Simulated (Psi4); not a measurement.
# BLYP/def2-SVP run of TiHCl3O (SMILES Cl[Ti](Cl)(Cl)O)

Aim: the energy change on altering one bond length of TiHCl3O at BLYP/def2-SVP, from 2 runs. 

The results are computed with Psi4 1.11.

14 further runs of the same task are left out: 12 that didn't finish, 2 set aside as unsound or not needed.

### Step 1. Starting point

TiHCl3O: 6 atoms, total charge 0, spin state singlet. As SMILES, `Cl[Ti](Cl)(Cl)O`. The coordinates come from a PBE0-D4/def2-TZVP relaxation.

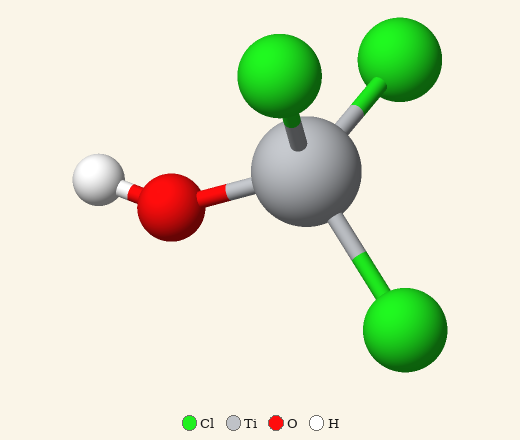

The structure, seen from a chosen angle (chlorine green, titanium light grey, oxygen red, hydrogen white).

### Step 2. The energy at BLYP/def2-SVP

The input, run.py:

```python
import psi4

psi4.set_memory('2200 MB')
psi4.set_num_threads(1)
psi4.set_output_file('output.dat', False)

geom = psi4.geometry("""
0 1
Cl    -1.629250    -0.831330     1.360800
Ti    -0.080580    -0.347470    -0.093680
Cl     1.757320    -1.362960     0.488070
Cl    -0.693400    -0.978720    -2.087950
O      0.191890     1.375840    -0.087440
H      0.454040     2.144630     0.420190
units angstrom
symmetry c1
""")

options = {'basis': 'def2-SVP', 'puream': True, 'e_convergence': 1e-09, 'd_convergence': 1e-08, 'scf_type': 'pk', 'dft_radial_points': 99, 'dft_spherical_points': 590}
psi4.set_options(options)

energy_value = psi4.energy("blyp", molecule=geom)
print(f'total energy {energy_value:.8f} hartree = {energy_value * 27.211386:.5f} eV')
```

Run with:

```sh
python run.py
```

output.dat:

```text
[...]
  Running in c1 symmetry.
[...]
  Nuclear repulsion =  537.727169234765938
[...]
  Multiplicity = 1
[...]
  Nalpha       = 41
  Nbeta        = 41
[...]
    Number of basis functions: 104
[...]
   @RKS iter   1: -2305.17404819062858   -1.93560e-01   9.53855e-03 ADIIS/DIIS
[...]
   @RKS iter  14: -2305.57274507773900   -4.54747e-12   8.95674e-09 DIIS
[...]
    Orbital Energies [Eh]
    ---------------------
    Doubly Occupied:
       1A   -177.863343     2A   -100.702487     3A   -100.702305
       4A   -100.699653     5A    -19.565183     6A    -18.826144
       7A    -16.365581     8A    -16.364895     9A    -16.364821
      10A     -9.170292    11A     -9.170112    12A     -9.167488
      13A     -7.003810    14A     -7.003641    15A     -7.001124
      16A     -7.000990    17A     -7.000823    18A     -7.000651
      19A     -7.000468    20A     -6.998282    21A     -6.997649
      22A     -2.287919    23A     -1.452471    24A     -1.445762
      25A     -1.445327    26A     -0.899023    27A     -0.729036
      28A     -0.722117    29A     -0.720186    30A     -0.479095
      31A     -0.338868    32A     -0.337435    33A     -0.335593
      34A     -0.324738    35A     -0.323398    36A     -0.306835
[...]
  @RKS Final Energy: -2305.57274507773900
   => Energetics <=
    Nuclear Repulsion Energy =            537.7271692347659382
    One-Electron Energy =               -4246.9285140964675520
    Two-Electron Energy =                1539.4786808822809689
    DFT Exchange-Correlation Energy =    -135.8500810983183271
    Empirical Dispersion Energy =           0.0000000000000000
    VV10 Nonlocal Energy =                  0.0000000000000000
    Total Energy =                      -2305.5727450777390004
[...]
 Multipole Moments:
 ------------------------------------------------------------------------------------
     Multipole            Electronic (a.u.)      Nuclear  (a.u.)        Total (a.u.)
 ------------------------------------------------------------------------------------
 L = 1.  Multiply by 2.5417464519 to convert [e a0] to [Debye]
 Dipole X            :         -0.3445699            0.5895922            0.2450223
 Dipole Y            :         -1.9023011            2.8473893            0.9450881
 Dipole Z            :         -0.1681070            0.5112891            0.3431821
 Magnitude           :                                                    1.0348920
[...]
```

Standard output:

```text
total energy -2305.57274508 hartree = -62737.82992 eV
```

It took 16 s on 1 thread of Intel Xeon Platinum 8259CL at 2.50GHz (Skylake/Cascade Lake), shared host; peak memory 1.1 GiB.

### Step 3. The distorted shape: energy and gradient at BLYP/def2-SVP

The input, calc.inp:

```
memory 2200 MB

molecule system {
  0 1
  Cl
  Ti 1 r2
  Cl 2 r3 1 a3
  Cl 2 r4 3 a4 1 d4
  O 2 r5 3 a5 4 d5
  H 5 r6 2 a6 3 d6

  r2 = 3.9222
  r3 = 2.178883
  a3 = 108.52943
  r4 = 2.17971
  a4 = 110.27077
  d4 = -120.89429
  r5 = 1.744728
  a5 = 109.12654
  d5 = -120.26936
  r6 = 0.957836
  a6 = 146.86831
  d6 = -58.12783
  symmetry c1
}

set puream true
set e_convergence 1e-09
set d_convergence 1e-06
set scf_type pk
set dft_radial_points 99
set dft_spherical_points 590
set level_shift 0.3
set level_shift_cutoff 1e-09
set maxiter 150

e_tot, wfn = gradient('blyp/def2-SVP', return_wfn=True)
oeprop(wfn, 'DIPOLE', 'LOWDIN_CHARGES', 'MULLIKEN_CHARGES', title='BLYP')
print_variables()
```

Run with:

```sh
psi4 calc.inp calc.out -n 1
```

calc.out:

```text
[...]
  Running in c1 symmetry.
[...]
  Nuclear repulsion =  463.506181569792489
[...]
  Multiplicity = 1
[...]
  Nalpha       = 41
  Nbeta        = 41
[...]
    Number of basis functions: 104
[...]
   @RKS iter   1: -2304.82743322415945   -1.34665e-01   1.05525e-02 DIIS/ADIIS/SHIFT
[...]
   @RKS iter 132: -2305.44660646909460   -8.55835e-10   5.52794e-07 DIIS/SHIFT
[...]
  @RKS Final Energy: -2305.44660646909460
   => Energetics <=
    Nuclear Repulsion Energy =            463.5061815697924885
    One-Electron Energy =               -4097.8351809353844146
    Two-Electron Energy =                1464.6506489658156625
    DFT Exchange-Correlation Energy =    -135.7682560693189373
    Empirical Dispersion Energy =           0.0000000000000000
    VV10 Nonlocal Energy =                  0.0000000000000000
    Total Energy =                      -2305.4466064690946041
[...]
  -Total Gradient:
     Atom            X                  Y                   Z
    ------   -----------------  -----------------  -----------------
       1        0.000460701754    -0.000103031725    -0.025462463041
       2       -0.003217660360     0.001792641145     0.019493294001
       3        0.000158419420     0.003710018856     0.001887530065
       4       -0.002980593732    -0.002015122128     0.000905138868
       5       -0.014179276344    -0.003665628887     0.005878310982
       6        0.019761860203     0.000262195182    -0.002694561653
[...]
 Multipole Moments:
 ------------------------------------------------------------------------------------
     Multipole            Electronic (a.u.)      Nuclear  (a.u.)        Total (a.u.)
 ------------------------------------------------------------------------------------
 L = 1.  Multiply by 2.5417464519 to convert [e a0] to [Debye]
 Dipole X            :          1.7494267           -2.6969166           -0.9474899
 Dipole Y            :         -0.8072636            0.9690994            0.1618357
 Dipole Z            :          1.9536109            0.3196925            2.2733034
 Magnitude           :                                                    2.4681646
[...]
  Mulliken Charges: (a.u.)
   Center  Symbol    Alpha    Beta     Spin     Total
       1    CL     8.69436  8.69436  0.00000 -0.38872
       2    TI    10.62663 10.62663  0.00000  0.74673
       3    CL     8.56075  8.56075  0.00000 -0.12150
       4    CL     8.55964  8.55964  0.00000 -0.11928
       5     O     4.16550  4.16550  0.00000 -0.33100
       6     H     0.39311  0.39311  0.00000  0.21377
   Total alpha = 41.00000, Total beta = 41.00000, Total charge = -0.00000
  Lowdin Charges: (a.u.)
   Center  Symbol    Alpha    Beta     Spin     Total
[...]
```

Wall time 90 s (1 thread of Intel Xeon Platinum 8259CL at 2.50GHz (Skylake/Cascade Lake), shared host); peak memory 1.1 GiB.

### Step 4. What came out

Level: BLYP/def2-SVP.

| quantity | value |
| --- | --- |
| first shape: total energy | -2305.57275 Eh |
| first shape: dipole moment | 2.63 D |
| first shape: HOMO energy | -7.37 eV |
| first shape: LUMO energy | -3.67 eV |
| first shape: HOMO–LUMO gap | 3.70 eV |
| distorted shape: total energy | -2305.44661 Eh |
| distorted shape: dipole moment | 6.27 D |
| distorted shape: HOMO energy | -5.06 eV |
| distorted shape: largest force on an atom | 1.310 eV/Å |
| energy change with the Cl1–Ti2 bond stretched from 2.179 to 3.922 Å | 3.432 eV |

In words: One bond (distorted shape) is far stretched, which a spin-restricted single reference describes badly; a broken-symmetry solution may lie lower. With the Cl1–Ti2 bond stretched from 2.179 to 3.922 Å the energy rises by 3.43 eV (79 kcal/mol). The first shape isn't relaxed at this level, so the change isn't measured from a minimum. A restricted reference can't describe the breaking bond well at this length. Mulliken charges (distorted shape) run from -0.39 on Cl1 to +0.75 on Ti2; they depend strongly on the basis.
